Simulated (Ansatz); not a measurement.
**RuSe (zincblende): response to moved atoms and strain**

Aim: move atoms of RuSe (zincblende) or strain its cell, and read the forces, the stress and the rise in energy. This structure was made by substitution into a known type, so it needn't be the compound's stable form.

Method: DFT r²SCAN, scalar-relativistic, plane waves, PAW, in Ansatz 0.2.0.

1 further run of the same task is left out (set aside as unsound or not needed). Runs told in other sessions of the task aren't counted.

**1. The system as given**

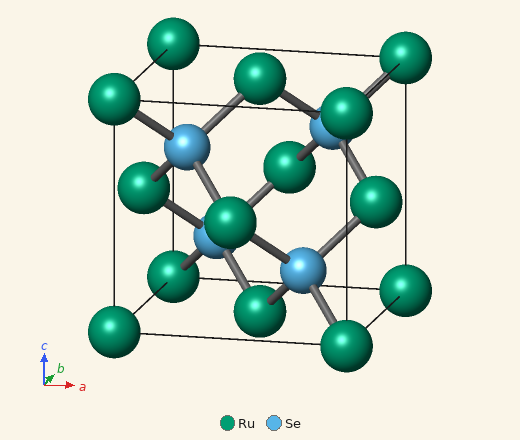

Start, viewed slightly off an axis; ruthenium teal, selenium blue. Atoms on the faces are drawn again on the opposite ones. The cell drawn here is the conventional one.

Coordinates:

```
CELL_PARAMETERS angstrom
0.00000 2.73242 2.73242
2.73242 0.00000 2.73242
2.73242 2.73242 0.00000
ATOMIC_POSITIONS crystal
Ru 0.00000 0.00000 0.00000
Se 0.25000 0.25000 0.25000
```

This cell comes from an earlier session at r²SCAN: 20.401 Å³/atom at 0.00 GPa, on a 10×10×10 mesh.

The changes: atom 1 (Ru) moved 0.02 Å along x; strain e5 = +0.03, atoms carried along; all atoms moved at random (σ = 0.1 Å), cell strained at random (1 %).

**2. Atom 1 (Ru) moved 0.02 Å along x**

input.yaml reads:

```yaml
crystal:
  lattice:
    - [0.0, 2.7324236492, 2.7324236492]
    - [2.7324236492, 0.0, 2.7324236492]
    - [2.7324236492, 2.7324236492, 0.0]
  atoms:
    - { symbol: Ru, position: [-0.0036597546, 0.0036597546, 0.0036597546] }
    - { symbol: Se, position: [0.25, 0.25, 0.25] }
basis:
  ecutwfc: 500
  ecutrho_ratio: 4
kpoints:
  mp_grid: { grid: [10, 10, 10] }
hamiltonian:
  xc: r2scan
scf:
  occupations: { method: gaussian, width: 0.05 }
output:
  forces: true
  stress: true
  eigenvalues: true
  write_density: true
  write_potential: true
  elf: true
  volumetric_format: npy
```

The run is started by

```
$ ansatz run input.yaml --threads 2 --pin off --max-ram 2662MiB --backend cpu --events-out ev --progress --plain --runs-dir out
```

Standard output, cut to the lines that bear on the results:

```text
Warning: RAYON_NUM_THREADS=2 ignored (pool sized by the plan → 2); use --threads N
[...]
Pseudopotentials: kind: paw
Pseudopotential: Ru, paw, valence charge 16, recommended cutoff 500 eV (meta_gga), Ru.paw.azcp
Pseudopotential: Se, paw, valence charge 16, recommended cutoff 500 eV (meta_gga), Se.paw.azcp
Functional definition: r2SCAN
[...]
Crystal: 2 atoms, lattice volume = 40.801 Å³
Basis set: ecut = 500 eV, 1037 PW (Γ), exchange–correlation on 120×120×120 points (64 copies of the dense FFT grid, shifted against one another)
Bands: 20, of which v1, the nominal top of the filled ones, is band 16 counted from 1 (15 counted from 0)
Symmetry: 4 space group operations
Space group: Imm2 (ITA 44), of the structure as read, at distance tolerance 3.4e-5 Å
k-points: 171 of 1000 (time reversal used)
[...]
SCF iter   1: F=—  HF=-11368.647473 eV  |F-HF|=—  |Δ(HF+E_count)|=         —  Δρ=5.34e-3  dr2=5.36e-3  dr2_τ=2.19e-2  ethr=1.77e-3  ⟨swp⟩=6.0  Hψ=15821  notcnv=0
[...]
SCF iter   6: F=-11368.657401 eV  HF=-11368.657401 eV  |F-HF|=5.45e-9  |Δ(HF+E_count)|=   2.57e-7  Δρ=1.06e-5  dr2=3.83e-8  dr2_τ=1.80e-9  ethr=3.13e-10  ⟨swp⟩=9.8  Hψ=27970  notcnv=0
[...]
SCF converged after 6 iterations
Free energy (F): -11368.657401 eV
[...]
E sigma→0 (E₀):  -11368.656339 eV
Entropy (-TS):   -0.002124 eV (-1.062 meV/atom)
Fermi energy:    12.895607 eV
[...]
--- Forces (eV/Å), atoms counted from 1 ---
  atom   1  Ru    -0.24420121     0.00000000    -0.00000000
  atom   2  Se     0.24416768     0.00000000    -0.00000000
[...]
--- Stress (GPa, compression-positive) ---
       -0.034084      -0.000000       0.000000
       -0.000000       0.060130       1.062634
        0.000000       1.062634       0.060130
  P = ⅓ Tr σ = 0.0287 GPa (0.287 kbar)
--- Band table (eV; the first three rows and the last of 171) ---
  k-point 0: bands = ["-61.8066", "-37.1151", "-37.1150", "-37.1142", "-37.0968", "-37.0964", "-31.1118", "-31.0964", "-31.0807", "-2.8881", "7.1388", "7.1776", "7.2180", "10.9111", "10.9123", "15.2087", "16.4775", "16.5576", "16.6235", "20.9027"]
[...]
```

Wall time 15 s (2 threads of Arm Neoverse V2, shared host); peak memory 0.57 GiB.

This gives: volume 20.401 Å³/atom, pressure 0.03 GPa, metallic.

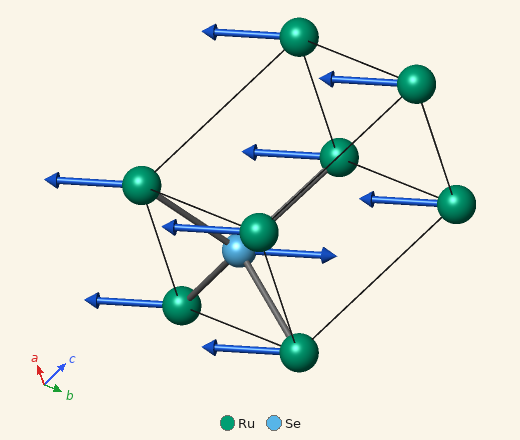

Forces on the atoms; the longest arrow is 0.24 eV/Å.

The maps below are laid out on this run's own conventional cell (a, b, c = 3.864, 3.864, 5.465 Å).

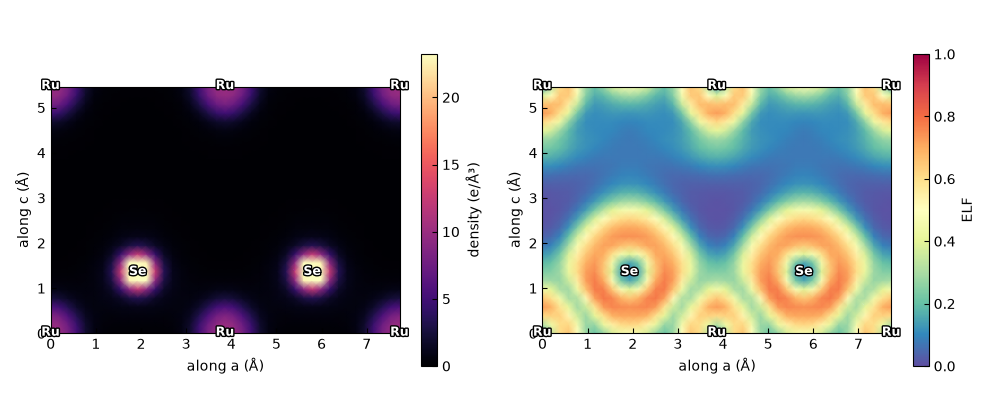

Density (left) and ELF (right) in a lattice plane of the grid's cell (edges 3.86 and 5.46 Å, at 0.000 of the third edge), which holds Ru and Se. Only atoms in the plane are labelled; the density scale stops at 23.23 e/Å³. Both are smooth fields of the valence electrons: close to the nuclei they are not physical.

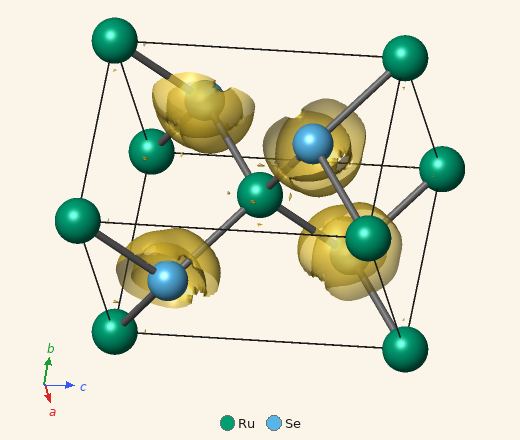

Surface of ELF = 0.72, drawn in one cell.

Outside the cores ELF peaks at 0.78 on the Se–Ru line, 0.8 Å from Se.

**3. Strain e5 = +0.03, atoms carried along**

input.yaml reads:

```yaml
crystal:
  lattice:
    - [0.0409863547, 2.7324236492, 2.7324236492]
    - [2.7734100039, 0.0, 2.7734100039]
    - [2.7324236492, 2.7324236492, 0.0409863547]
  atoms:
    - { symbol: Ru, position: [0.0, 0.0, 0.0] }
    - { symbol: Se, position: [0.25, 0.25, 0.25] }
basis:
  ecutwfc: 500
  ecutrho_ratio: 4
kpoints:
  mp_grid: { grid: [10, 10, 10] }
hamiltonian:
  xc: r2scan
scf:
  occupations: { method: gaussian, width: 0.05 }
output:
  forces: true
  stress: true
  eigenvalues: true
```

The run is started by

```
$ ansatz run input.yaml --threads 2 --pin off --max-ram 2662MiB --backend cpu --events-out ev --progress --plain --runs-dir out
```

Standard output, cut to the lines that bear on the results:

```text
Warning: RAYON_NUM_THREADS=2 ignored (pool sized by the plan → 2); use --threads N
[...]
[... 4 set-up lines as earlier in the session ...]
[...]
Crystal: 2 atoms, lattice volume = 40.792 Å³
Basis set: ecut = 500 eV, 1005 PW (Γ), exchange–correlation on 120×120×120 points (64 copies of the dense FFT grid, shifted against one another)
Bands: 20, of which v1, the nominal top of the filled ones, is band 16 counted from 1 (15 counted from 0)
[... 2 set-up lines as earlier in the session ...]
k-points: 171 of 1000 (time reversal used)
[...]
SCF iter   1: F=—  HF=-11368.642757 eV  |F-HF|=—  |Δ(HF+E_count)|=         —  Δρ=5.38e-3  dr2=5.36e-3  dr2_τ=2.20e-2  ethr=1.77e-3  ⟨swp⟩=6.0  Hψ=15796  notcnv=0
[...]
SCF iter   6: F=-11368.652713 eV  HF=-11368.652713 eV  |F-HF|=1.07e-8  |Δ(HF+E_count)|=   2.36e-7  Δρ=1.25e-5  dr2=5.10e-8  dr2_τ=2.28e-9  ethr=3.13e-10  ⟨swp⟩=6.4  Hψ=15748  notcnv=0
[...]
SCF converged after 6 iterations
Free energy (F): -11368.652713 eV
[...]
E sigma→0 (E₀):  -11368.651637 eV
Entropy (-TS):   -0.002153 eV (-1.077 meV/atom)
Fermi energy:    12.906329 eV
[...]
--- Forces (eV/Å), atoms counted from 1 ---
  atom   1  Ru    -0.00000000     0.43122121    -0.00000000
  atom   2  Se     0.00000000    -0.43126673     0.00000000
[...]
--- Stress (GPa, compression-positive) ---
        0.150994      -0.000000      -1.877311
       -0.000000       0.205171       0.000000
       -1.877311       0.000000       0.150994
  P = ⅓ Tr σ = 0.1691 GPa (1.691 kbar)
--- Band table (eV; the first three rows and the last of 171) ---
  k-point 0: bands = ["-61.7991", "-37.1133", "-37.1114", "-37.1089", "-37.0932", "-37.0927", "-31.1151", "-31.0899", "-31.0626", "-2.8858", "7.1683", "7.1778", "7.1960", "10.9161", "10.9200", "15.2073", "16.5103", "16.5557", "16.6113", "20.6205"]
[...]
```

Run time: 10 s. Hardware: 2 threads of Arm Neoverse V2, shared host; peak memory 0.58 GiB.

In short: volume 20.396 Å³/atom, pressure 0.17 GPa, a metal on this mesh.

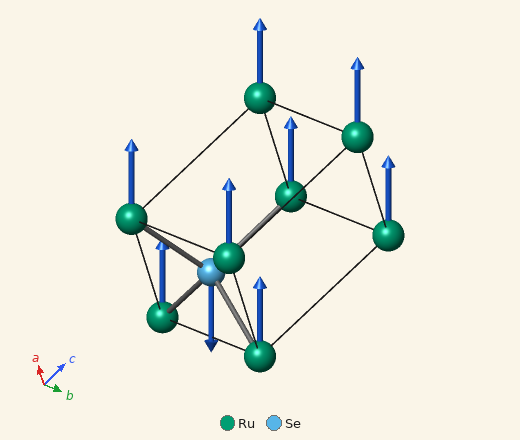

Forces on the atoms; the longest arrow is 0.43 eV/Å.

**4. All atoms moved at random (σ = 0.1 Å), cell strained at random (1 %)**

input.yaml reads:

```yaml
crystal:
  lattice:
    - [-0.0298439562, 2.7193037122, 2.7456759109]
    - [2.7449042737, -0.0012439793, 2.7170759339]
    - [2.7701661039, 2.7159655655, -0.0265058094]
  atoms:
    - { symbol: Ru, position: [0.0493515582, -0.0314139793, -0.0060045577] }
    - { symbol: Se, position: [0.2006484418, 0.2814139793, 0.2560045577] }
basis:
  ecutwfc: 500
  ecutrho_ratio: 4
kpoints:
  mp_grid: { grid: [10, 10, 10] }
hamiltonian:
  xc: r2scan
scf:
  occupations: { method: gaussian, width: 0.05 }
output:
  forces: true
  stress: true
  eigenvalues: true
```

The run is started by

```
$ ansatz run input.yaml --threads 2 --pin off --max-ram 2662MiB --backend cpu --events-out ev --progress --plain --runs-dir out
```

Standard output, cut to the lines that bear on the results:

```text
Warning: RAYON_NUM_THREADS=2 ignored (pool sized by the plan → 2); use --threads N
[...]
[... 4 set-up lines as earlier in the session ...]
[...]
Crystal: 2 atoms, lattice volume = 41.364 Å³
Basis set: ecut = 500 eV, 1031 PW (Γ), exchange–correlation on 120×120×120 points (64 copies of the dense FFT grid, shifted against one another)
Bands: 20, of which v1, the nominal top of the filled ones, is band 16 counted from 1 (15 counted from 0)
Symmetry: 1 space group operations
Space group: P1 (ITA 1), of the structure as read, at distance tolerance 3.5e-5 Å
k-points: 504 of 1000 (time reversal used)
[...]
SCF iter   1: F=—  HF=-11368.009518 eV  |F-HF|=—  |Δ(HF+E_count)|=         —  Δρ=7.55e-3  dr2=1.22e-2  dr2_τ=2.06e-2  ethr=1.77e-3  ⟨swp⟩=6.0  Hψ=47365  notcnv=0
[...]
SCF iter   6: F=-11368.019419 eV  HF=-11368.019419 eV  |F-HF|=1.58e-9  |Δ(HF+E_count)|=   1.30e-7  Δρ=1.27e-5  dr2=4.38e-8  dr2_τ=3.44e-9  ethr=3.13e-10  ⟨swp⟩=6.6  Hψ=47659  notcnv=0
[...]
SCF converged after 6 iterations
Free energy (F): -11368.019419 eV
[...]
E sigma→0 (E₀):  -11368.018424 eV
Entropy (-TS):   -0.001990 eV (-0.995 meV/atom)
Fermi energy:    12.617449 eV
[...]
--- Forces (eV/Å), atoms counted from 1 ---
  atom   1  Ru     2.15643634    -2.88427828     0.36676146
  atom   2  Se    -2.15642663     2.88422506    -0.36668750
[...]
--- Stress (GPa, compression-positive) ---
        4.724219       0.775640      12.285710
        0.775642       4.146107      -9.244679
       12.285709      -9.244677       7.274956
  P = ⅓ Tr σ = 5.3818 GPa (53.818 kbar)
--- Band table (eV; the first three rows and the last of 504) ---
  k-point 0: bands = ["-62.0083", "-37.4039", "-37.3902", "-37.3811", "-37.3697", "-37.3684", "-31.5412", "-31.3276", "-31.0766", "-3.1802", "6.5028", "6.5866", "7.8765", "10.6649", "10.8851", "13.7748", "15.6667", "16.8082", "17.1252", "20.5021"]
[...]
```

Run time: 30 s. Hardware: 2 threads of Arm Neoverse V2, shared host; peak memory 0.86 GiB.

In short: volume 20.682 Å³/atom, pressure 5.38 GPa, a metal on this mesh.

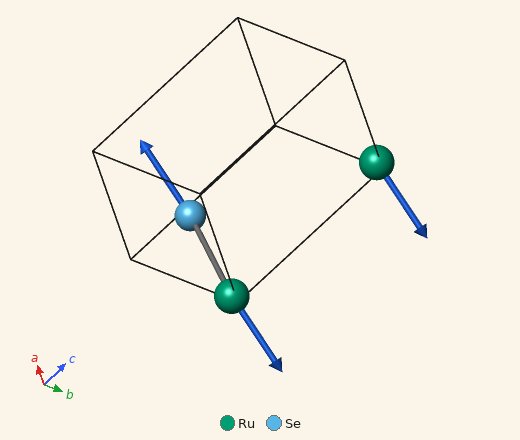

Forces on the atoms; the longest arrow is 3.62 eV/Å.

**5. Results**

| change | change of free energy (meV/atom) | largest force (eV/Å) | largest change of stress (GPa) |
| --- | --- | --- | --- |
| atom 1 (Ru) moved 0.02 Å along x | 1.19 | 0.244 | 1.06 |
| strain e5 = +0.03, atoms carried along | 3.54 | 0.431 | 1.88 |
| all atoms moved at random (σ = 0.1 Å), cell strained at random (1 %) | 320.18 | 3.620 | 12.29 |

Moving atom 1 by 0.02 Å meets a restoring force of 0.244 eV/Å along the move, a force constant of about 12.2 eV/Å². The strain e5 = +0.03 changes that stress component by -1.88 GPa (compression positive), a ratio of 63 GPa; that is a secant over a finite strain with the atoms carried along, not the elastic constant. No change lowers the energy by more than 0.5 meV/atom; other distortions weren't tried.
